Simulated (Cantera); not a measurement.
Input: 1 mol HgO, 0.49 mol N₂, at 330 Pa.

These are equilibrium values from Cantera (NASA tables, ideal gas, pure condensed phases), not measurements of a reactor. Candidate condensed phases: Hg, HgO; 10 gas species. Kinetics and transport are ignored.

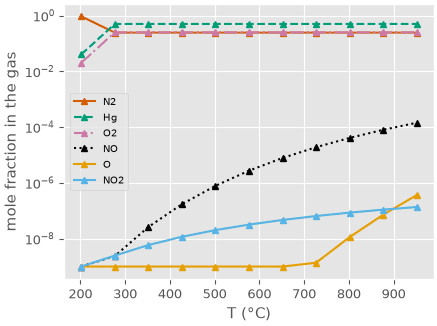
*Equilibrium gas composition (values under 1e-9 drawn at 1e-9)*

At 202 °C the condensed part is HgO(s). From 277 °C to 952 °C nothing is condensed. The main Hg-bearing gas is Hg throughout.
